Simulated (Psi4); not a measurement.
# C4N2 (2-butynedinitrile): B3LYP/cc-pVDZ

Aim: the vertical singlet–triplet gap of C4N2 (2-butynedinitrile) at B3LYP/cc-pVDZ, from 2 runs. 

The calculation is run with Psi4 1.11.

2 further runs of the same task are left out: 2 that didn't finish.

### Step 1. The molecule

The species is C4N2 (6 atoms), meant as a singlet with charge 0. SMILES: `N#CC#CC#N`. The coordinates come from a PBE0-D4/def2-TZVP relaxation.

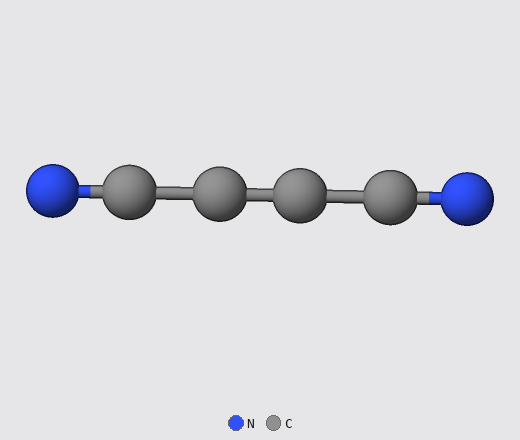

Viewed from a chosen angle; nitrogen blue, carbon grey.

### Step 2. The energy at B3LYP/cc-pVDZ

Contents of calc.in:

```
memory 2200 MB

molecule {
  0 1
  N      0.017130    -3.020460     0.788950
  C      0.010700    -1.902840     0.497280
  C      0.003160    -0.583760     0.152900
  C     -0.003500     0.583960    -0.152150
  C     -0.010740     1.902850    -0.497210
  N     -0.016750     3.020250    -0.789760
  symmetry c1
  no_reorient
  no_com
}

set puream true
set e_convergence 1e-09
set d_convergence 1e-08
set scf_type pk
set dft_radial_points 99
set dft_spherical_points 590

E, wfn = energy("b3lyp/cc-pVDZ", return_wfn=True)
oeprop(wfn, "QUADRUPOLE", "WIBERG_LOWDIN_INDICES", "DIPOLE", title="B3LYP")
print_variables()
```

Started as:

```console
$ psi4 -n 1 calc.in calc.out
```

calc.out (excerpt; [...] marks lines left out):

```text
[...]
  Running in c1 symmetry.
[...]
  Nuclear repulsion =  144.352590511131694
[...]
  Multiplicity = 1
[...]
  Nalpha       = 19
  Nbeta        = 19
[...]
    Number of basis functions: 84
[...]
   @RKS iter   1:  -261.63611974237045   -6.56075e-01   7.20606e-03 ADIIS/DIIS
[...]
   @RKS iter  12:  -261.83048737818393   -2.67164e-12   4.22164e-10 DIIS
[...]
    Orbital Energies [Eh]
    ---------------------
    Doubly Occupied:
       1A    -14.390791     2A    -14.390783     3A    -10.295291
       4A    -10.293053     5A    -10.287027     6A    -10.286961
       7A     -0.965517     8A     -0.963364     9A     -0.863222
      10A     -0.753256    11A     -0.667609    12A     -0.451316
      13A     -0.451316    14A     -0.415039    15A     -0.413497
      16A     -0.410059    17A     -0.410059    18A     -0.331454
      19A     -0.331454
[...]
  @RKS Final Energy:  -261.83048737818393
   => Energetics <=
    Nuclear Repulsion Energy =            144.3525905111316945
    One-Electron Energy =                -637.0534324281063618
    Two-Electron Energy =                 259.4578218115576647
    DFT Exchange-Correlation Energy =     -28.5874672727669221
    Empirical Dispersion Energy =           0.0000000000000000
    VV10 Nonlocal Energy =                  0.0000000000000000
    Total Energy =                       -261.8304873781839319
[...]
 Multipole Moments:
 ------------------------------------------------------------------------------------
     Multipole            Electronic (a.u.)      Nuclear  (a.u.)        Total (a.u.)
 ------------------------------------------------------------------------------------
 L = 1.  Multiply by 2.5417464519 to convert [e a0] to [Debye]
 Dipole X            :         -0.0009575            0.0007181           -0.0002394
 Dipole Y            :          0.0005259           -0.0003968            0.0001290
 Dipole Z            :          0.0019268           -0.0014173            0.0005095
 Magnitude           :                                                    0.0005775
 L = 2.  Multiply by 1.3450342976 to convert [e a0^2] to [Debye ang]
 Quadrupole XX       :        -23.3430183            0.0197495          -23.3232688
 Quadrupole XY       :          3.5817333           -3.5154309            0.0663024
[...]
```

Run time: 33 s. Hardware: 1 thread of Intel Xeon at 2.50GHz (Skylake/Cascade Lake), shared host; peak memory 0.97 GiB.

### Step 3. The triplet at the same level

Contents of c4n2.inp:

```
memory 2200 MB

molecule {
  0 3
  N      0.017130    -3.020460     0.788950
  C      0.010700    -1.902840     0.497280
  C      0.003160    -0.583760     0.152900
  C     -0.003500     0.583960    -0.152150
  C     -0.010740     1.902850    -0.497210
  N     -0.016750     3.020250    -0.789760
  symmetry c1
}

set globals {
  basis cc-pVDZ
  reference uks
  puream true
  e_convergence 1e-09
  d_convergence 1e-08
  scf_type pk
  dft_radial_points 99
  dft_spherical_points 590
  maxiter 100
}

e, wfn = energy("b3lyp", return_wfn=True)
oeprop(wfn, "QUADRUPOLE", "MAYER_INDICES", "DIPOLE", title="B3LYP")
print_variables()
```

Started as:

```console
$ psi4 c4n2.inp c4n2.out -n 1
```

c4n2.out (excerpt; [...] marks lines left out):

```text
[...]
  Running in c1 symmetry.
[...]
  Nuclear repulsion =  144.352590511131666
[...]
  Multiplicity = 3
[...]
  Nalpha       = 20
  Nbeta        = 18
[...]
    Number of basis functions: 84
[...]
   @UKS iter   1:  -261.51225819037717   -5.32214e-01   6.72878e-03 DIIS/ADIIS
[...]
   @UKS iter  17:  -261.69240752833269   -1.76215e-12   6.22842e-09 DIIS
[...]
   @S^2 Observed:                2.019222481E+00
[...]
  @UKS Final Energy:  -261.69240752833269
   => Energetics <=
    Nuclear Repulsion Energy =            144.3525905111316661
    One-Electron Energy =                -636.8436510553096923
    Two-Electron Energy =                 259.4058554624901376
    DFT Exchange-Correlation Energy =     -28.6072024466448234
    Empirical Dispersion Energy =           0.0000000000000000
    VV10 Nonlocal Energy =                  0.0000000000000000
    Total Energy =                       -261.6924075283326943
[...]
 Multipole Moments:
 ------------------------------------------------------------------------------------
     Multipole            Electronic (a.u.)      Nuclear  (a.u.)        Total (a.u.)
 ------------------------------------------------------------------------------------
 L = 1.  Multiply by 2.5417464519 to convert [e a0] to [Debye]
 Dipole X            :         -0.0002129           -0.0000010           -0.0002139
 Dipole Y            :          0.0001314            0.0000006            0.0001320
 Dipole Z            :          0.0004469            0.0000022            0.0004491
 Magnitude           :                                                    0.0005147
 L = 2.  Multiply by 1.3450342976 to convert [e a0^2] to [Debye ang]
 Quadrupole XX       :        -23.3411433            0.0197495          -23.3213938
 Quadrupole XY       :          3.5871901           -3.5154309            0.0717592
[...]
```

Wall time 56 s (1 thread of Intel Xeon at 2.50GHz (Skylake/Cascade Lake), shared host); peak memory 0.97 GiB.

### Step 4. Outcome

Level: B3LYP/cc-pVDZ.

| quantity | value |
| --- | --- |
| singlet: total energy | -261.83049 Eh |
| singlet: dipole moment | 0.00 D |
| singlet: HOMO energy | -9.02 eV |
| singlet: LUMO energy | -3.15 eV |
| singlet: HOMO–LUMO gap | 5.87 eV |
| triplet: total energy | -261.69241 Eh |
| triplet: dipole moment | 0.00 D |
| triplet: HOMO energy (highest over α and β) | -5.28 eV |
| triplet: ⟨S²⟩ | 2.019 |
| vertical energy of the triplet above the singlet | 3.757 eV |

In words: At this shape the triplet lies 3.76 eV (87 kcal/mol) above the singlet.
